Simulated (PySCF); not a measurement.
**C7H9FOSi: density, localisation and related maps**

```xyz
19

C     3.5673    0.4209    0.6078
O     2.1832    0.2274    0.5153
Si    1.3509   -0.6112   -0.5809
F     1.7495   -0.0773   -2.0584
C    -0.4517   -0.2386   -0.2337
C    -0.8801    0.3933    0.9306
C    -2.2217    0.6500    1.1486
C    -3.1628    0.2740    0.2051
C    -2.7547   -0.3619   -0.9556
C    -1.4124   -0.6165   -1.1678
H     4.0701   -0.5212    0.8356
H     3.9665    0.8150   -0.3283
H     3.7526    1.1338    1.4113
H     1.7113   -2.0209   -0.6616
H    -0.1479    0.6890    1.6667
H    -2.5361    1.1450    2.0563
H    -4.2108    0.4768    0.3725
H    -3.4847   -0.6585   -1.6949
H    -1.0982   -1.1099   -2.0760
```

Geometry: GFN2-xTB.

Method: PBE0/pcSseg-1, SCF density, gas phase, non-relativistic in PySCF 2.14.0.

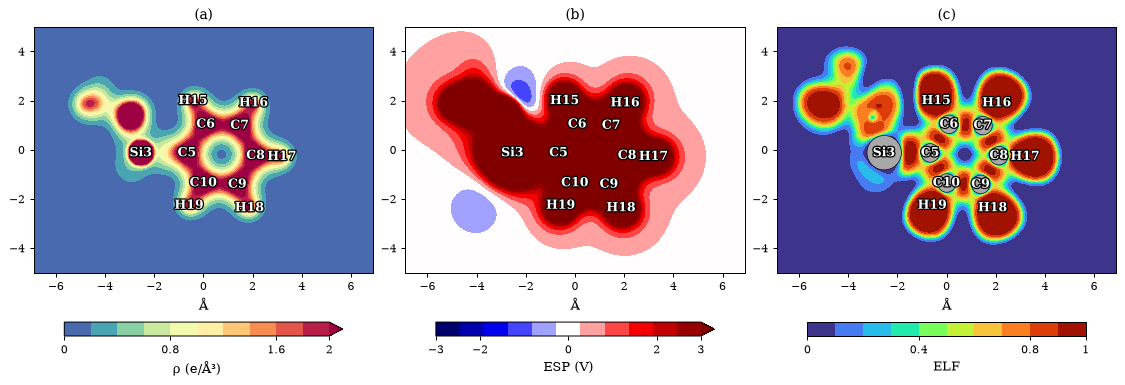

Figure 1. (a) electron density; (b) electrostatic potential; (c) ELF on the plane of atoms C5, C10 and H19. Grey discs cover the atomic cores in the ELF map.

Read the bonding off the picture.

Answer.
- Atoms in the plane: Si, C and H.
- C–C (1.38 Å): ρ at the midpoint is about 2.1 e/Å³; the ELF peaks at about 0.95 between the atoms (localised, covalent bonding).
- C–Si (1.87 Å): the density is about 0.99 e/Å³ at the midpoint; the ELF peaks at about 1 between the atoms; localised, covalent bonding.
- C–H (1.08 Å): ρ at the midpoint is about 2.1 e/Å³; the ELF climbs to about 1 towards the hydrogen, as it does in any bond to H (an ordinary covalent bond to hydrogen).
- The ELF also peaks beside O2, away from the bonds: lone-pair regions.
- Outside the dense part of the molecule the potential is most negative (−1.4 V) near O2, which lies off the plane.

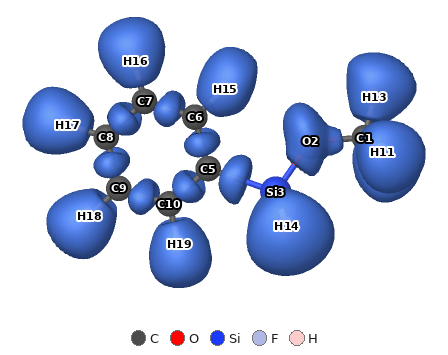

Figure 2. Isosurface of the electron localisation function at 0.75 (blue), seen across its widest extent. Only the valence region is drawn (cores and ρ < 0.01 e/Å³ removed).

Describe the localisation domains.

Answer. At this value the surface marks out six regions between bonded C–C atoms (shared pairs), one region between bonded C–Si atoms (shared pairs), nine regions around hydrogen nuclei, one region on O in which the atom's valence shell and bonds are merged and one region wrapped around F (its lone pairs, merged into a ring or cap). Profiles from the grid: C–O (1.40 Å): the ELF peaks at about 0.90 between the atoms, as expected for a polar covalent bond.

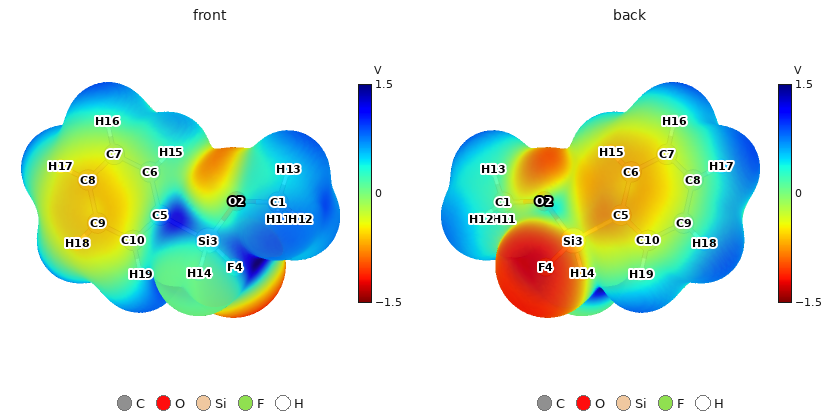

Figure 3. The molecular electrostatic potential painted on the density surface at 0.002 e/bohr³, seen from the front and from behind; the colour scale runs from red (negative) to blue (positive).

Describe the electrostatic potential map.

Answer. The most negative region (about −1.2 V, or −28 kcal/mol for a unit charge) lies over F4, the most positive (about +1.4 V, or +32 kcal/mol for a unit charge) over Si3.

What dipole moment does the calculation give?

Answer. Its dipole moment is 1.34 D.
